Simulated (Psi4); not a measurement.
**BClO (boron chloride oxide) at CISD/6-31+G(d) (Cartesian functions, calc s squared yes)**

Wanted: a single-point energy of BClO (boron chloride oxide). The job is set up through a Python script.

The results are computed with Psi4 1.11.

3 further runs of the same task are left out: 1 that didn't finish, 2 set aside as unsound or not needed.

## 1. The system as given

The species is BClO (3 atoms), meant as a singlet with charge 0. As SMILES, `O=BCl`. The shape is that of a GFN2-xTB (4 decimals) optimisation.

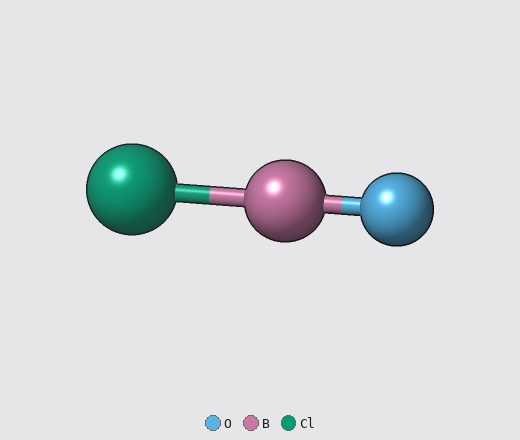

The structure, seen from a chosen angle (oxygen blue, boron pink, chlorine teal).

## 2. A single-point energy at CISD/6-31+G(d) (Cartesian functions, calc s squared yes)

The input, bclo.sdf:

```

     RDKit          3D

  3  2  0  0  0  0  0  0  0  0999 V2000
    1.0196    0.6062    0.6270 O   0  0  0  0  0  0  0  0  0  0  0  0
    0.1131    0.0666    0.0695 B   0  0  0  0  0  0  0  0  0  0  0  0
   -1.1326   -0.6728   -0.6965 Cl  0  0  0  0  0  0  0  0  0  0  0  0
  2  1  2  0
  3  2  1  0
M  END
$$$$
```

The input, bclo.py:

```python
import psi4
from rdkit import Chem

psi4.set_memory('1600 MB')
psi4.set_num_threads(1)
psi4.set_output_file('bclo.out', False)

rd = Chem.SDMolSupplier('bclo.sdf', removeHs=False, sanitize=False)[0]
xyz = rd.GetConformer().GetPositions()
atoms = '\n'.join(f'{a.GetSymbol()} {x:.4f} {y:.4f} {z:.4f}' for a, (x, y, z) in zip(rd.GetAtoms(), xyz))
geom = psi4.geometry('0 1\n' + atoms + '\nsymmetry c1\nno_reorient\nno_com')

psi4.set_options({
    'scf_type': 'pk',
    'freeze_core': True,
    'num_roots': 4,
    'calc_s_squared': True,
    'basis_guess': '3-21G',
})

energy_value, wavefunction = psi4.energy("cisd/6-31+G*", molecule=geom, return_wfn=True)
print(f'cisd/6-31+G* energy: {energy_value:.10f} Eh')
```

Command:

```bash
$ python bclo.py
```

bclo.out:

```text
[...]
  Running in c1 symmetry.
[...]
  Nuclear repulsion =   70.602644870230705
[...]
  Multiplicity = 1
[...]
  Nalpha       = 15
  Nbeta        = 15
[...]
    Number of basis functions: 31
[...]
   @RHF iter   1:  -556.23654538449375   -4.66964e-01   1.64959e-02 DIIS/ADIIS
[...]
   @RHF iter  10:  -559.11212281550468   -1.25056e-12   3.04386e-09 DIIS
[...]
    Orbital Energies [Eh]
    ---------------------
    Doubly Occupied:
       1A   -104.896865     2A    -20.577951     3A    -10.632469
       4A     -8.101723     5A     -8.098611     6A     -8.098611
       7A     -7.700581     8A     -1.341999     9A     -1.195971
      10A     -0.689488    11A     -0.628113    12A     -0.579163
      13A     -0.579163    14A     -0.500806    15A     -0.500806
[...]
  @RHF Final Energy:  -559.11212281550468
   => Energetics <=
    Nuclear Repulsion Energy =             70.6026448702307050
    One-Electron Energy =                -911.1848959384768705
    Two-Electron Energy =                 281.4701282527414037
    Total Energy =                       -559.1121228155047902
[...]
 Multipole Moments:
 ------------------------------------------------------------------------------------
     Multipole            Electronic (a.u.)      Nuclear  (a.u.)        Total (a.u.)
 ------------------------------------------------------------------------------------
 L = 1.  Multiply by 2.5417464519 to convert [e a0] to [Debye]
 Dipole X            :         18.9822937          -19.9024066           -0.9201128
 Dipole Y            :         11.2722242          -11.8202369           -0.5480127
 Dipole Z            :         11.6738682          -12.2397561           -0.5658879
 Magnitude           :                                                    1.2112616
[...]
      * SCS-MP2 total energy:                 -559.486698604879
[...]
      * MP2 total energy:                     -559.501391014090
[...]
      * CISD total energy:                    -559.474920061725
[...]
```

The script printed:

```text
cisd/6-31+G* energy: -559.4749200617 Eh
```

It took 2.7 s on 1 thread of Intel Xeon 6975P-C (Granite Rapids), shared host; peak memory 0.31 GiB.

## 3. What came out

At CISD/6-31+G* (Cartesian functions, calc s squared yes), 7 core orbitals frozen:

```
                                   quantity          value
                               total energy  -559.47492 Eh
        HOMO energy (Hartree–Fock orbitals)      -13.63 eV
        LUMO energy (Hartree–Fock orbitals)        1.03 eV
      HOMO–LUMO gap (Hartree–Fock orbitals)       14.66 eV
correlation energy (7 core orbitals frozen)     -362.8 mEh
```
